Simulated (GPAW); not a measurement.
# Polarising Si/Ta(100) with a field along the normal

The dipole of the cell at several fields, atoms fixed. What does the strongest field give, and what length does the slope stand for?

**Method.** GPAW 26.7.0, plane waves (400 eV), PAW setups, PBE, 10×10 mesh, a dipole layer in the vacuum; geometry relaxed without an applied field with GPAW. The cell's area is 10.96 Å², and e/ε0 = 180.95 V Å.

Results, with one row withheld:

```
field (V/Å)  dipole (e Å)
       −0.2       −0.1968
       −0.1       −0.1222
      −0.05       −0.0849
       0.05       −0.0103
        0.1        0.0271
        0.2        0.1018
        0.3             ?
```

Q: What is the dipole at 0.3 V/Å?

Worked answer. A line through the 6 points has the slope α = 0.746 e Å per V/Å and the intercept p₀ = −0.0476 e Å (r.m.s. residual 4.3e−05). At 0.3 V/Å it gives p = −0.0476 + 0.746 × 0.3 = 0.1764 e Å; the run gives 0.1767 e Å, so the response stays linear to 0.2 % of the induced part. Dividing by ε0 and the area: α/(ε0 A) = 0.746 × 180.95 / 10.96 = 12.33 Å, against 8.54 Å between the outer nuclei.

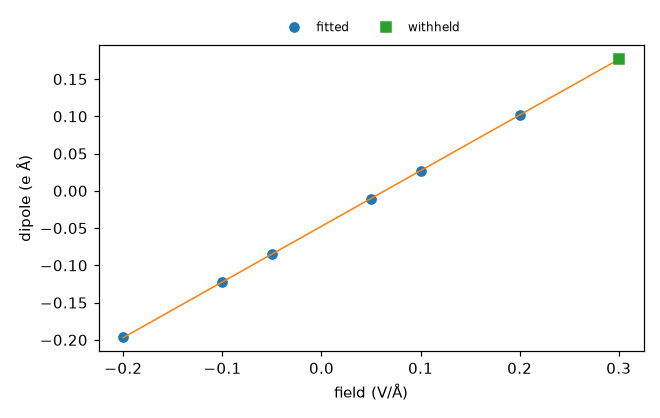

The line and the withheld run.

**Limits.** This is the electronic response alone; ions that move would add to it in polar layers. No run was spin-polarised, so magnetic states weren't tested. Spin-orbit coupling is left out, which matters for the heavier atoms here.

[Logs are printed without paths, hosts, clocks, repeated set-up lines and the standing remarks that a program may print on its own settings, such as how far it seeks lower states.]
